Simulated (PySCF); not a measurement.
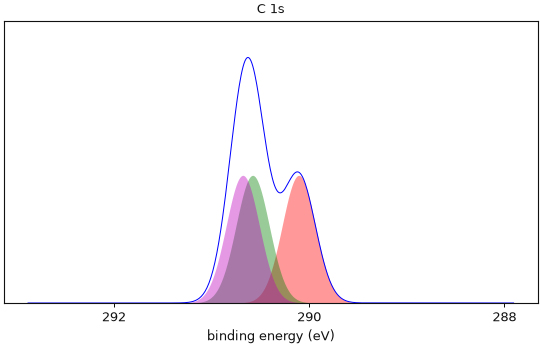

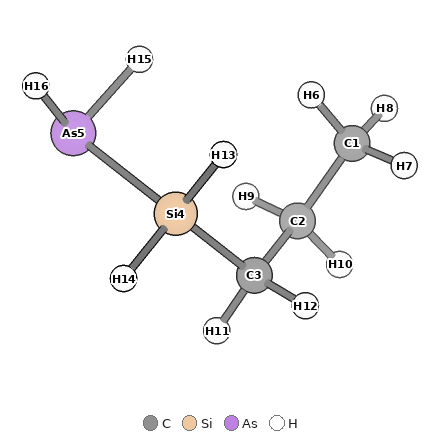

Simulated XPS of C₃H₁₁AsSi, SMILES CCC[SiH2][AsH2]. Vertical core-electron binding energies by ΔSCF (SCAN, pcX-2 on the ionised atom, pcseg-1 elsewhere, spin-free X2C; PySCF, at a PBE0-D3(BJ)/def2-SVP geometry (no frequency check)), gas phase, against the vacuum level. One atom of each kind was ionised; within a panel, areas follow the number of like atoms, Gaussians of 0.4 eV full width. Only the regions named are shown. Lines closer than the width merge in the curve.

### Which atoms give which peak?

```csv
level,atoms,binding energy (eV)
C 1s,C2,290.7
C 1s,C1,290.6
C 1s,C3,290.1
```

### How large is the chemical shift across the C 1s region?

0.6 eV, from C3 at 290.1 eV to C2 at 290.7 eV.

Note: one conformer of a flexible molecule.
